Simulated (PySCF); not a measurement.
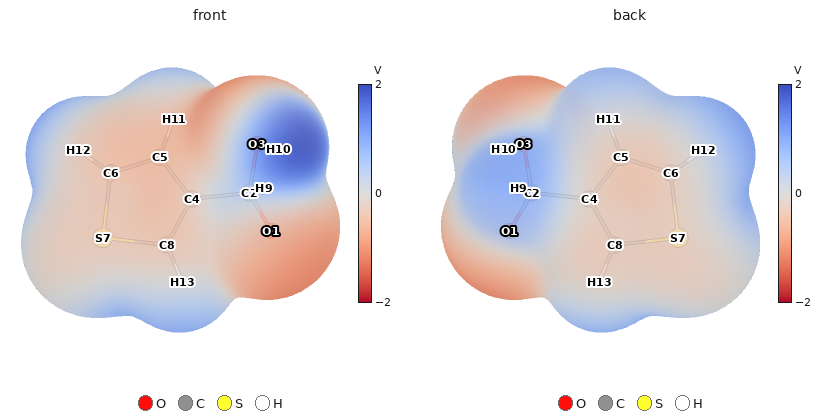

Figure 1: C$_{5}$H$_{5}$O$_{2}$S (SMILES [O][C@H](O)c1ccsc1) (doublet). The molecular electrostatic potential painted on the density surface at 0.001 e/bohr³, seen from the front and from behind; red is negative and blue positive.

Geometry: GFN2-xTB.

The calculation used UKS B3LYP, pcH-1 on C H O S, non-relativistic, mean-field spin-orbit, GIAO in PySCF.

Input

```
{"job": {"kind": "epr", "basis": "pcH-1"}, "charge": 0, "multiplicity": 2}
O     -2.206292     1.146295     0.095709
C     -1.522803     0.114756    -0.212720
O     -1.938006    -1.114836     0.323907
C      0.012895     0.235054    -0.078399
C      0.890000    -0.875773    -0.151467
C      2.178363    -0.507770     0.043935
S      2.339611     1.192514     0.290976
C      0.649995     1.418055     0.126452
H     -1.536421    -0.048484    -1.340481
H     -2.685259    -0.939983     0.910935
H      0.551309    -1.882294    -0.309651
H      3.052486    -1.127059     0.065873
H      0.209734     2.390013     0.217203
```

Run with:

```sh
OMP_NUM_THREADS=1 python probes_run.py task.json out
```

Which sites attract a positive test charge, and which a negative one?

A positive charge is drawn to the negative regions and a negative charge to the positive ones. The most negative region (about −1.1 V) lies over O1, the most positive (about +1.8 V) over H10. O1 is the likeliest acceptor of a hydrogen bond.
